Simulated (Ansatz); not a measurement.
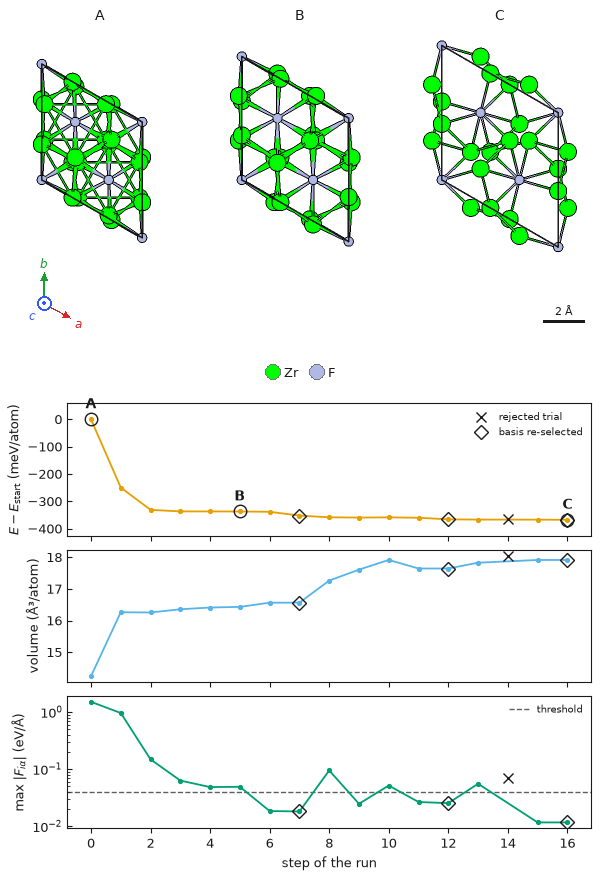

Frames of a relaxation of solid Zr3F2 (built on the corundum_167 type) (coarse preliminary run), marked on the history of the run. A ball-and-stick model of the conventional cell (3 times the calculation's cell), seen along the c axis. Lengths and directions refer to the drawn axes.

Case: anti-corundum type (R-3c, No. 167).

Method: DFT PBE, scalar-relativistic, plane waves, PAW (Ansatz). Settings: plane-wave cutoff 420 eV; k-point mesh 6 × 6 × 6; occupations gaussian; smearing width 0.1 eV; no spin polarisation; cell and atoms relaxed; force threshold 0.04 eV/Å; at most 70 steps.

Q: Describe the path.

A: The energy falls by 368 meV per atom in 12 accepted moves (16 points after the start). The largest force component goes from 1.5 to 0.012 eV/Å. Pressure: 24.26 GPa at the start and 0.08 GPa at the end. The line search rejected the trial step at point 14 of the run. At 3 points the geometry stayed and the basis and grid were re-selected for the new cell (energy shift of 14.0 meV per atom at most each time). The largest moves relative to the cell, 0.73 Å, are those of Zr atoms. Largest moves by element: Zr 0.73 Å, F 0.09 Å. Cell: a = b 5.654 → 6.556 Å (+15.9 %), c 15.436 → 14.440 Å (−6.5 %). Volume +25.8 %. Among the contacts that change: Zr–Zr 2.999 → 4.734 Å, F–Zr 2.342 → 3.063 Å, Zr–Zr 3.112 → 3.763 Å, Zr–Zr 3.238 → 3.110 Å. Bonds break: F–Zr (2.34 → 3.06 Å), Zr–Zr (3.00 → 4.73 Å). Bond angles that change, for instance: F–Zr–F 120.4° → 151.6°, Zr–Zr–Zr 149.0° → 127.9°, Zr–Zr–Zr 140.4° → 159.8°. The space group stays R-3c (No. 167). Cost: 5.6 min on 1 thread of Arm Neoverse V2, with other jobs on the host, peak memory 0.59 GiB. From step 0 to 5: Zr atoms move most (0.33 Å), volume +15.4 %, energy −337 meV per atom. From step 5 to 16: Zr atoms move most (0.36 Å), volume +9.0 %, energy −30.5 meV per atom.

| step | E − E(0), meV/atom | largest force component, eV/Å | pressure, GPa | volume, Å³/atom | note |
| --- | --- | --- | --- | --- | --- |
| 0 | 0.00 | 1.5062 | 24.26 | 14.244 |  |
| 1 | -249.49 | 0.9602 | 2.03 | 16.263 |  |
| 2 | -331.00 | 0.1482 | 1.26 | 16.255 |  |
| 3 | -336.71 | 0.0631 | 0.46 | 16.357 |  |
| 4 | -336.80 | 0.0486 | 0.08 | 16.412 |  |
| 5 | -337.04 | 0.0491 | 0.05 | 16.433 |  |
| 6 | -338.12 | 0.0185 | 0.25 | 16.565 |  |
| 7 | -352.07 | 0.0182 | 1.60 | 16.565 | same geometry, new basis |
| 8 | -358.26 | 0.0949 | 0.92 | 17.262 |  |
| 9 | -359.23 | 0.0248 | -0.08 | 17.608 |  |
| 10 | -358.50 | 0.0517 | -0.36 | 17.915 |  |
| 11 | -359.90 | 0.0266 | 0.01 | 17.644 |  |
| 12 | -365.74 | 0.0254 | 0.31 | 17.644 | same geometry, new basis |
| 13 | -366.63 | 0.0555 | 0.67 | 17.828 |  |
| 14 | -365.87 | 0.0694 | -0.98 | 18.054 | rejected |
| 15 | -366.84 | 0.0117 | 0.05 | 17.914 |  |
| 16 | -367.52 | 0.0117 | 0.08 | 17.914 | same geometry, new basis |
